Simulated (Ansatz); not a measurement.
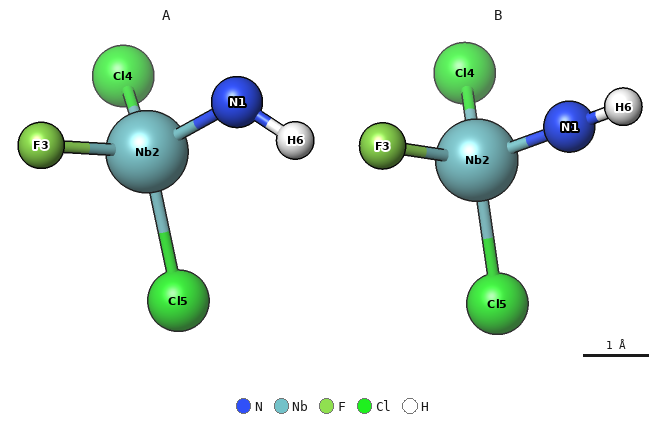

Two geometries of NbNHCl$_{2}$F (coarse preliminary run), drawn at one scale. One is the start of a relaxation, the other its converged end. A ball-and-stick model, seen from a free direction.

All numbers below come from RKS PBE-D4/def2-SVP in Ansatz. Set-up: force threshold 0.03 eV/Å; at most 200 steps.

Q: Which geometry has the lower energy?

A: Structure B is the relaxed one. The start comes from a force field. The energy falls by 0.941 eV in 7 accepted moves (8 points after the start). The largest force component goes from 3.1 to 0.0072 eV/Å. The line search rejected the trial step at point 5 of the run. The atom that moves furthest after the best rigid fit is H6 (0.54 Å). By element the largest moves are H 0.54 Å, N 0.42 Å, Cl 0.22 Å, F 0.16 Å, Nb 0.14 Å. Among the contacts that change: N1–Nb2 1.877 → 1.744 Å, Nb2–Cl5 2.407 → 2.308 Å, Nb2–F3 1.955 → 1.873 Å, N1–H6 1.092 → 1.025 Å. Among the angles between lasting bonds that change: Nb2–N1–H6 118.7° → 179.4°, N1–Nb2–Cl4 111.6° → 106.9°, N1–Nb2–Cl5 110.9° → 106.9°. The run took 8.5 s on 4 threads of Intel Xeon Platinum 8488C, on a shared host.
